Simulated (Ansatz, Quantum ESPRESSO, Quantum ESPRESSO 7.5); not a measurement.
# Al2O2, 1 layer in a field-effect set-up

Wanted: induced charge and band edges of Al2O2, 1 layer beside a charged plate.

Method: plane-wave DFT, PBE, GBRV ultrasoft pseudopotentials (geometry by Ansatz 0.2.0 with PAW datasets; geometry under PBE), in Quantum ESPRESSO 7.5.

## (1) The starting structure

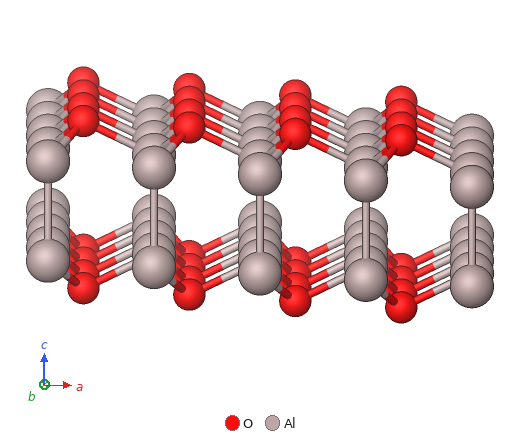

The cell as given, nearly edge on (oxygen red, aluminium light grey). 4×4×1 cells are drawn. Some periodic images of atoms are drawn too.

The cell holds 4 atoms: 2 O and 2 Al. Its edges and angles: a = 2.964 Å, b = 2.964 Å, c = 26.071 Å, α = 90.0°, β = 90.0°, γ = 120.0°. It derives from Al2O2. Vacuum lies along c.

## (2) Relaxation with Ansatz

A relaxation in Ansatz fixes the structure of this slab for the runs on it.

Contents of input.yaml:

```yaml
crystal:
  lattice:
    - [2.964, 0.0, 0.0]
    - [-1.482, 2.5668992968, 0.0]
    - [0.0, 0.0, 26.0711426347]
  atoms:
    - { symbol: O, position: [0.3333333333, 0.6666666667, 0.4219224356] }
    - { symbol: Al, position: [0.0, 0.0, 0.4535885321] }
    - { symbol: Al, position: [0.0, 0.0, 0.5464114679] }
    - { symbol: O, position: [0.3333333333, 0.6666666667, 0.5780775644] }
kpoints:
  mp_grid: { grid: [12, 12, 1] }
hamiltonian:
  xc: pbe
scf:
  occupations: { method: fermi_dirac, width: 0.05 }
  convergence: { dr2_threshold: 1.0e-08 }
efield:
  axis: 3
  dipole_correction: true
  ramp_position: 0.97
  ramp_width: 0.04
relax:
  f_tol: 0.01
  cell: { fix: [c, alpha, beta] }
output:
  write_potential: true
  write_density: true
  volumetric_format: npy
```

Run with:

```console
ansatz run input.yaml --threads 2 --pin off --max-ram 4096MiB --backend cpu --events-out ev --progress --plain --runs-dir out
```

Numbers of over 12 decimals in the logs are rounded to 6 here.

Log:

```text
Warning: relax.cell: scf.convergence.dr2_threshold = 1e-8 eV is looser than the 4e-10 eV advised for a relaxation that steers and ends on the stress (1e-10 eV for each atom of the cell: 4). What an SCF threshold leaves in a stress goes as its square root, and in the free energy as the threshold itself, and one threshold admits the most on a small cell: [figures from the program's tests cut] Set scf.convergence.dr2_threshold to 4e-10 eV or tighter. The threshold is an SCF's pass mark: one that does not reach it within its budget of iterations ends unconverged, or closes short of it on a stop that the run arms, and scf.convergence.dr2_threshold's page says what that costs each kind of run
Engine: ansatz 0.2.0, aarch64-unknown-linux-gnu
Pseudopotentials: kind: paw
Pseudopotential: O, paw, valence charge 6, recommended cutoff 420 eV (normal), O.paw.azcp
Pseudopotential: Al, paw, valence charge 3, recommended cutoff 420 eV (normal), Al.paw.azcp
Functional definition: PBE
  parameter kappa = 0.804
  parameter beta = 0.066725
  exchange = pbe_x(kappa = kappa, mu = beta*pi^2/3)
  correlation = pbe_c(beta = beta)
Crystal: 4 atoms, lattice volume = 198.357 Å³
Basis set: ecut = 420 eV, 3795 PW (Γ), exchange–correlation on 40×40×360 points (8 copies of the dense FFT grid, shifted against one another)
Bands: 13, of which v1, the nominal top of the filled ones, is band 9 counted from 1 (8 counted from 0)
Symmetry: 6 space group operations
k-points: 19 of 144 (time reversal used)
Non-local potential: O, projectors of the file, l = 0: 2, l = 1: 2, l = 2: 1
Non-local potential: Al, projectors of the file, l = 0: 2, l = 1: 2, l = 2: 1
PAW form: soft (Blöchl's): semilocal exchange-correlation on the pseudo side does not see the compensation charge
PAW one-centre angular grid: O, 110 points (default); XC on 64 Gauss nodes
PAW one-centre angular grid: Al, 110 points (default); XC on 64 Gauss nodes
Initial density: superposition of atomic densities (neutral atoms: chi_scale 0, normalization atom), corrected by the library's trained network
Initial wavefunctions: pseudopotential atomic-orbital guess
Functional: x = pbe(κ = 0.804, μ = 0.219515), c = pbe(β = 0.066725)
SCF iter   1: F=—  HF=-2213.426454 eV  |F-HF|=—  |Δ(HF+E_count)|=         —  Δρ=4.16e-3  dr2=3.44e-2  ethr=1.77e-3  p=-0.000 e·Å  D=-6.01e-7 V/Å  ΔV_dip=0.00 eV  dr2_dipole=1.81e-7  V_vac-E_F(+/−)=6.65/6.65 eV  ⟨swp⟩=10.2  Hψ=2131  notcnv=0
efield: sawtooth ramp at fractional position 0.9700 (set: `efield.ramp_position`, or a place that a band, a saddle search or an elastic batch's reference lends), width 0.0400; the density the first Hamiltonian is built on has a dipole p = -0.000 e·Å; the dipole correction subtracts the counter field D = -6.01e-7 V/Å, which shifts the + side's vacuum level by +0.00 eV against the − side's; the planar-averaged density in the ramp window peaks in size at 5.2e-7 e/Å³
preconditioner: auto → none  [insulator: Δε(μ)=1.576 eV  Ē_g=12.773 eV  σ=0.050 eV  W_gap=1.00  n_scr=14 (ndim 8)  ℏωp=11.2 eV  f_vac=0.715  D(μ)=0.00/eV (n_scr^D=0)  ε∞_Penn≈1.8]
SCF iter   2: F=—  HF=-2213.426792 eV  |F-HF|=—  |Δ(HF+E_count)|=   3.38e-4  Δρ=3.38e-3  dr2=2.87e-2  ethr=1.91e-4  p=-0.000 e·Å  D=-2.88e-4 V/Å  ΔV_dip=0.01 eV  dr2_dipole=1.56e-6  V_vac-E_F(+/−)=6.30/6.29 eV  ⟨swp⟩=3.6  Hψ=751  notcnv=0
SCF iter   3: F=—  HF=-2213.420930 eV  |F-HF|=—  |Δ(HF+E_count)|=   5.86e-3  Δρ=1.05e-3  dr2=1.31e-3  ethr=1.60e-4  p=0.000 e·Å  D=1.08e-4 V/Å  ΔV_dip=-0.00 eV  dr2_dipole=2.75e-7  V_vac-E_F(+/−)=6.42/6.42 eV  ⟨swp⟩=2.5  Hψ=445  notcnv=0
SCF iter   4: F=—  HF=-2213.422631 eV  |F-HF|=—  |Δ(HF+E_count)|=   1.70e-3  Δρ=1.56e-4  dr2=9.75e-5  ethr=7.28e-6  p=-0.001 e·Å  D=-5.50e-4 V/Å  ΔV_dip=0.01 eV  dr2_dipole=6.94e-6  V_vac-E_F(+/−)=6.34/6.32 eV  ⟨swp⟩=3.3  Hψ=544  notcnv=0
SCF iter   5: F=—  HF=-2213.422675 eV  |F-HF|=—  |Δ(HF+E_count)|=   4.39e-5  Δρ=1.04e-4  dr2=4.56e-5  ethr=5.42e-7  p=0.001 e·Å  D=5.11e-4 V/Å  ΔV_dip=-0.01 eV  dr2_dipole=5.59e-6  V_vac-E_F(+/−)=6.33/6.34 eV  ⟨swp⟩=2.7  Hψ=441  notcnv=0
SCF iter   6: F=—  HF=-2213.422685 eV  |F-HF|=—  |Δ(HF+E_count)|=   1.03e-5  Δρ=4.51e-5  dr2=3.69e-6  ethr=2.53e-7  p=-0.000 e·Å  D=-8.86e-5 V/Å  ΔV_dip=0.00 eV  dr2_dipole=1.70e-7  V_vac-E_F(+/−)=6.34/6.34 eV  ⟨swp⟩=1.8  Hψ=311  notcnv=0
SCF iter   7: F=—  HF=-2213.422710 eV  |F-HF|=—  |Δ(HF+E_count)|=   2.52e-5  Δρ=1.72e-5  dr2=6.23e-7  ethr=2.05e-8  p=-0.000 e·Å  D=-8.20e-6 V/Å  ΔV_dip=0.00 eV  dr2_dipole=2.85e-9  V_vac-E_F(+/−)=6.34/6.34 eV  ⟨swp⟩=2.4  Hψ=414  notcnv=0
SCF iter   8: F=—  HF=-2213.422712 eV  |F-HF|=—  |Δ(HF+E_count)|=   1.76e-6  Δρ=3.56e-6  dr2=2.77e-8  ethr=3.46e-9  p=-0.000 e·Å  D=-6.51e-6 V/Å  ΔV_dip=0.00 eV  dr2_dipole=5.15e-10  V_vac-E_F(+/−)=6.34/6.34 eV  ⟨swp⟩=2.3  Hψ=393  notcnv=0
SCF iter   9: F=-2213.422712 eV  HF=-2213.422712 eV  |F-HF|=5.56e-9  |Δ(HF+E_count)|=   5.30e-8  Δρ=9.20e-7  dr2=9.80e-10  ethr=5.56e-11  p=0.000 e·Å  D=2.39e-6 V/Å  ΔV_dip=-0.00 eV  dr2_dipole=7.61e-12  V_vac-E_F(+/−)=6.34/6.34 eV  ⟨swp⟩=10.1  Hψ=1722  notcnv=0
SCF 1 converged in 9 iterations: F = -2213.422712 eV  dr2 = 9.80e-10
  greatest PAW one-centre occupation: 0.864 electrons in one spin orbital (limit 2), on the O atom at site 3 (counted from 0), in its partial waves of l = 0
relax step   1: F+E_penalty+E_count = -2213.42271207 eV  Δ(F+E_penalty+E_count) = +0.000e0 eV  max|allowed force component| = 3.744e0 eV/Å  Δτ_max = 0.0000 Å  P = -1.100 GPa  Ω = 198.357 Å³  fix = [c, alpha, beta]  reactions: c +0.144 GPa  (9 SCF iters, accepted)
Crystal: 4 atoms, lattice volume = 207.034 Å³
Basis set: ecut = 420 eV, 3975 PW (Γ), exchange–correlation on 40×40×360 points (8 copies of the dense FFT grid, shifted against one another)
Initial density: handed on by an earlier stage of this run
Initial wavefunctions: those handed on with the density
iter 1 solved again at ethr=8.73e-4 eV; its pass at ethr=3.10e-3 eV (dr2=1.57e-1 eV) is discarded
SCF iter   1: F=—  HF=-2213.895169 eV  |F-HF|=—  |Δ(HF+E_count)|=         —  Δρ=5.28e-3  dr2=1.55e-1  ethr=8.73e-4  p=0.000 e·Å  D=3.65e-7 V/Å  ΔV_dip=-0.00 eV  dr2_dipole=2.21e-13  V_vac-E_F(+/−)=5.52/5.52 eV  ⟨swp⟩=1.4  Hψ=2193  notcnv=0
[...]
relax step   5: F+E_penalty+E_count = -2213.92612483 eV  Δ(F+E_penalty+E_count) = -4.425e-4 eV  max|allowed force component| = 1.244e-3 eV/Å  Δτ_max = 0.0019 Å  P = +0.003 GPa  Ω = 198.615 Å³  energy of the carried Pulay correction = -2.118e-4 eV  fix = [c, alpha, beta]  reactions: c -0.001 GPa  (7 SCF iters, accepted)
Initial wavefunctions: pseudopotential atomic-orbital guess (no wavefunctions were taken with the density)
iter 1 solved again at ethr=8.61e-7 eV; its pass at ethr=3.10e-3 eV (dr2=1.55e-4 eV) is discarded
SCF iter   1: F=—  HF=-2213.926166 eV  |F-HF|=—  |Δ(HF+E_count)|=         —  Δρ=1.36e-5  dr2=1.76e-8  ethr=8.61e-7  p=-0.000 e·Å  D=-2.25e-6 V/Å  ΔV_dip=0.00 eV  dr2_dipole=1.46e-11  V_vac-E_F(+/−)=4.27/4.27 eV  ⟨swp⟩=3.7  Hψ=2824  notcnv=0
efield: sawtooth ramp at fractional position 0.9700 (set: `efield.ramp_position`, or a place that a band, a saddle search or an elastic batch's reference lends), width 0.0400; the density the first Hamiltonian is built on has a dipole p = -0.000 e·Å; the dipole correction subtracts the counter field D = -2.25e-6 V/Å, which shifts the + side's vacuum level by +0.00 eV against the − side's; the planar-averaged density in the ramp window peaks in size at 2.8e-6 e/Å³
eigensolver tolerance schedule: the retry pair's looser diagonalisation over-reported the residual by 8814.89 of it (diagonalisation noise at an unbounded share of the residual, at the tolerance the schedule requests for it); recorded, not acted on — ethr = c·dr2/N_el stays at c = 1.0e-1
preconditioner: auto → none  [insulator: Δε(μ)=1.289 eV  Ē_g=13.446 eV  σ=0.050 eV  W_gap=1.00  n_scr=14 (ndim 8)  ℏωp=11.2 eV  f_vac=0.719  D(μ)=0.00/eV (n_scr^D=0)  ε∞_Penn≈1.7]
SCF iter   2: F=—  HF=-2213.926284 eV  |F-HF|=—  |Δ(HF+E_count)|=   1.18e-4  Δρ=6.74e-6  dr2=8.55e-9  ethr=5.56e-11  p=0.000 e·Å  D=3.27e-7 V/Å  ΔV_dip=-0.00 eV  dr2_dipole=3.16e-11  V_vac-E_F(+/−)=4.27/4.27 eV  ⟨swp⟩=12.6  Hψ=2437  notcnv=0
iter 3 met the thresholds in force, and the SCF goes on: an eigenvalue changes by 69.10 meV, over its tolerance of 3.16 meV (output.eigenvalues, Limitations)
SCF iter   3: F=-2213.926320 eV  HF=-2213.926305 eV  |F-HF|=1.50e-5  |Δ(HF+E_count)|=   2.17e-5  Δρ=3.56e-6  dr2=2.99e-9  ethr=4.75e-11  p=-0.000 e·Å  D=-3.30e-6 V/Å  ΔV_dip=0.00 eV  dr2_dipole=8.43e-11  V_vac-E_F(+/−)=4.27/4.27 eV  ⟨swp⟩=8.6  Hψ=1846  notcnv=0
iter 4 met the thresholds in force, and the SCF goes on: an eigenvalue changes by 19.89 meV, over its tolerance of 3.16 meV (output.eigenvalues, Limitations)
SCF iter   4: F=-2213.926320 eV  HF=-2213.926318 eV  |F-HF|=2.15e-6  |Δ(HF+E_count)|=   1.29e-5  Δρ=9.04e-7  dr2=1.01e-9  ethr=1.66e-11  p=0.000 e·Å  D=1.91e-6 V/Å  ΔV_dip=-0.00 eV  dr2_dipole=1.55e-10  V_vac-E_F(+/−)=4.27/4.27 eV  ⟨swp⟩=8.7  Hψ=1816  notcnv=0
Mixer restart at iter 4: flushing history
SCF iter   5: F=-2213.926320 eV  HF=-2213.926320 eV  |F-HF|=2.22e-8  |Δ(HF+E_count)|=   2.15e-6  Δρ=1.85e-6  dr2=1.97e-8  ethr=5.62e-12  p=-0.000 e·Å  D=-1.49e-5 V/Å  ΔV_dip=0.00 eV  dr2_dipole=3.30e-9  V_vac-E_F(+/−)=4.27/4.27 eV  ⟨swp⟩=3.0  Hψ=491  notcnv=0  κ⁻¹=1.0e0(r=1)
SCF iter   6: F=-2213.926320 eV  HF=-2213.926320 eV  |F-HF|=2.18e-11  |Δ(HF+E_count)|=   3.95e-9  Δρ=1.00e-7  dr2=2.29e-11  ethr=5.62e-12  p=-0.000 e·Å  D=-8.47e-7 V/Å  ΔV_dip=0.00 eV  dr2_dipole=8.62e-13  V_vac-E_F(+/−)=4.27/4.27 eV  ⟨swp⟩=7.9  Hψ=1741  notcnv=0
SCF 6 converged in 6 iterations: F = -2213.926320 eV  dr2 = 2.29e-11
relax step   6: F+E_penalty+E_count = -2213.92632039 eV  Δ(F+E_penalty+E_count) = -1.956e-4 eV  max|allowed force component| = 1.269e-3 eV/Å  Δτ_max = 0.0000 Å  P = +0.002 GPa  Ω = 198.615 Å³  fix = [c, alpha, beta]  reactions: c +0.004 GPa  stress off target by 4.65e-4 GPa on what of the cell is left free  SCF on the basis re-selected at this cell (its energy is not comparable with the rows above)  (6 SCF iters)
basis re-selected at this cell: Δ(F+E_penalty+E_count) = -1.956e-4 eV, ΔP = -0.001 GPa vs the last step (what re-selecting the basis moved, of the pressure what is left beyond the Pulay correction that the steps carried, after the strain that the cell walked since its last selection, with what the two solves' SCF thresholds leave and, on support functions, any second-order correction that the steps lacked; it is no m [...]
WARN: The output density's exchange-correlation potential varies sharply where the density is thin. Do not read a vacuum level from v_tot or v_xc, or from such a field of the output density. On a cell that repeats whose density bears no net charge and no dipole along the vacuum's axis use v_es (v_loc + v_h of the components); under efield.dipole_correction with no amplitude use v_es + v_field, which holds any externa [...]
SCF converged after 6 iterations
an eigenvalue changed by more than its tolerance at an iteration that met the thresholds in force, so the SCF went on 2 times, its first undamped step at iteration 4: the last check found none over its tolerance
Free energy (F): -2213.926320 eV
Harris-Foulkes:  -2213.926320 eV  (|F-HF|=2.18e-11)
Internal energy: -2213.926320 eV  (E = F + TS)
E sigma→0 (E₀):  -2213.926320 eV
Entropy (-TS):   -0.000000 eV (-0.000 meV/atom)
Fermi energy:    -1.305254 eV
Dipole field:    D = -0.000002 V/Å  (p = -0.000002 e·Å, saw-weighted, corrected)
Work function:   Φ+ = 4.2737 eV   Φ− = 4.2736 eV
Levels:          The Fermi level and band energies are counted from a zero that moves with the ramp; work functions are not
--- Per-component energies (eV) ---
  E_band       = -187.509449
  E_kinetic    = 403.028020
  E_local      = -10470.854754  (includes V_loc(G=0)·N_el)
  E_nonlocal   = 115.805791
  E_hartree    = 5046.245283
  E_xc         = -228.541777
  E_vxc        = -248.137690  (∫ρ·V_xc dr)
  E_paw        = -1251.881387  (= ΣΔE_a)
  E_vpaw       = -79.846150  (= ΣTr[D̂ρ^β])
  E_aug_tail   = 0.004991  (compensation charges beyond the density's cutoff)
  E_efield     = 0.000000  (sawtooth field / dipole correction)
  E_vefield    = 0.000010  (∫n·V_field dr)
  E_ewald      = 4172.267513
  E_smearing   = -0.000000  (= −TS)
  E_closure    = -0.000000  (closes the sum)
  Σ components = -2213.926320   (vs F -2213.926320, Δ=0.00e0)
--- Forces (eV/Å), atoms counted from 1 ---
  atom   1  O      0.00000000    -0.00000000    -0.00126868
  atom   2  Al     0.00000000     0.00000000    -0.00044956
  atom   3  Al     0.00000000     0.00000000     0.00045191
  atom   4  O      0.00000000    -0.00000000     0.00126670
  max |Σ_I F_I| component: 3.86e-7 eV/Å
--- Stress (GPa, compression-positive) ---
        0.000465       0.000000       0.000000
        0.000000       0.000465       0.000000
        0.000000       0.000000       0.004234
  P = ⅓ Tr σ = 0.0017 GPa (0.017 kbar)
--- Band table (eV; the first three rows and the last of 19) ---
  k-point 0: bands = [... 5 lower, -6.4996, -6.4794, -6.4794, -4.3590, -0.2677, 1.8921, 2.7720, 2.9475]
  k-point 1: bands = [... 5 lower, -6.7927, -6.5482, -6.5267, -4.1960, 0.0671, 2.0855, 2.9118, 3.1193]
  k-point 2: bands = [... 5 lower, -7.0727, -6.6776, -6.6530, -3.8789, 0.8586, 2.5599, 3.3015, 3.6078]
  k-point 18: bands = [... 5 lower, -8.9652, -6.5020, -6.0567, -1.9390, -0.4440, 2.4637, 3.8497, 6.3238]
--- Relaxed structure (5 steps of the walk, 5 accepted, 1 SCFs on fresh bases) ---
  F+E_penalty+E_count = -2213.92632039 eV   max|allowed force component| = 1.269e-3 eV/Å   (the final SCF, on the basis selected at the relaxed cell)
  cell:  # Å, volume = 198.6145 Å³
    - [2.965925, 0.0, 0]
    - [-1.482962, 2.568566, 0]
    - [0, 0, 26.0711426347]
  atoms:
    - { symbol: O, position: [0.333333, 0.666667, 0.424305] }
    - { symbol: Al, position: [0, -3.700743415524895e-17, 0.449719] }
    - { symbol: Al, position: [0, -3.7007434155248937e-17, 0.550281] }
    - { symbol: O, position: [0.333333, 0.666667, 0.575695] }
```

It took 17 s on 2 threads of Arm Neoverse V1, shared host; peak memory 0.38 GiB.

Step by step:

```tsv
step	energy less that of the first step (eV)	largest force component (eV/Å)	pressure (GPa)	volume (Å³)
1	0.0000	3.7443	-1.10	198.36
2	-0.4187	0.6760	-1.77	207.03
3	-0.4846	0.2169	-0.85	202.69
4	-0.5030	0.0408	-0.09	198.93
5	-0.5034	0.0012	0.00	198.61
6*	-0.5036	0.0013	0.00	198.61
```

Relaxation steps marked * repeat the geometry before them on a plane-wave basis chosen anew for their cell, so energy and pressure can jump there.

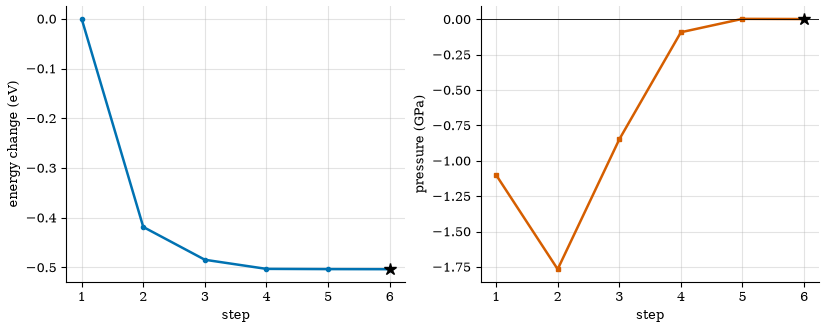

Energy and pressure along the relaxation. Stars mark steps on a basis chosen anew.

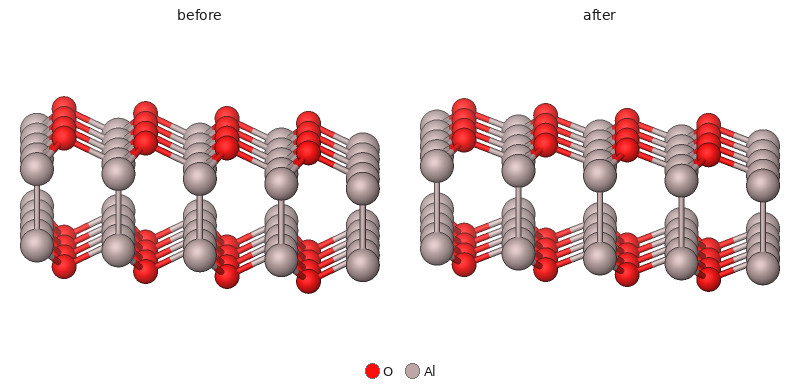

The structure before and after the relaxation, drawn at the same scale.

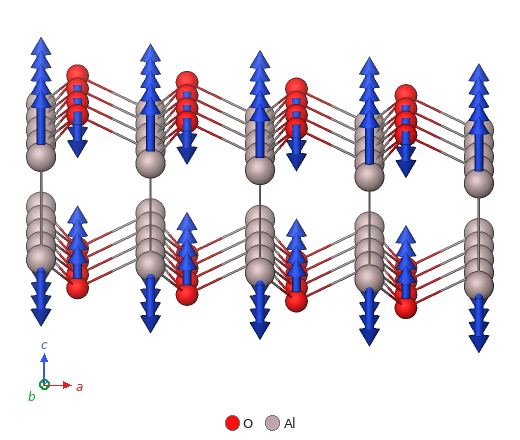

Displacements in the relaxation, exaggerated, measured against the changing cell; the longest in the cell stands for 0.10 Å. 4×4×1 cells are drawn. Some periodic images of atoms are drawn too.

```tsv
cell as run	before	after	change
a (Å)	2.964	2.966	+0.1 %
b (Å)	2.964	2.966	+0.1 %
```

The atoms that moved most (Å, along periodic axes as changes of fractional coordinates times the final cell, across vacuum about the mean position):

```tsv
atom	dx	dy	dz	length
Al2	0.000	0.000	-0.101	0.101
Al3	0.000	0.000	0.101	0.101
O1	0.000	0.000	0.062	0.062
O4	0.000	0.000	-0.062	0.062
```

The relaxed structure:

```xyz
4
Lattice="2.9659 0.0000 0.0000 -1.4830 2.5686 0.0000 0.0000 0.0000 26.0711" Properties=species:S:1:pos:R:3
O     0.0000    1.7124   11.0621
Al    0.0000    0.0000   11.7247
Al    0.0000    0.0000   14.3464
O     0.0000    1.7124   15.0090
```

Read from the output:

```
free energy                                                      : -2213.9263 eV
Fermi energy                                                     : -1.305 eV
gap by band count                                                : 1.289 eV
symmetry operations                                              : 6
dipole along the normal                                          : -2.31e-6 e·Å
vacuum level at the upper face over a Fermi level inside the gap : 4.274 eV
vacuum level at the lower face over a Fermi level inside the gap : 4.274 eV
```

(Part 1 of 7 ends here.)

[Logs are printed without paths, hosts, clocks, repeated set-up lines and the standing remarks that a program may print on its own settings, such as how far it seeks lower states.]

[Hosts, paths, dates, database ids (printed as entryN), source tags and the programs' standing remarks are cut or masked in the printed files.]

[Maps of the electrostatic potential energy from Ansatz leave out the sawtooth potential of an applied field or a dipole correction, so their vacuum need not be flat; planar profiles and work functions include it.]
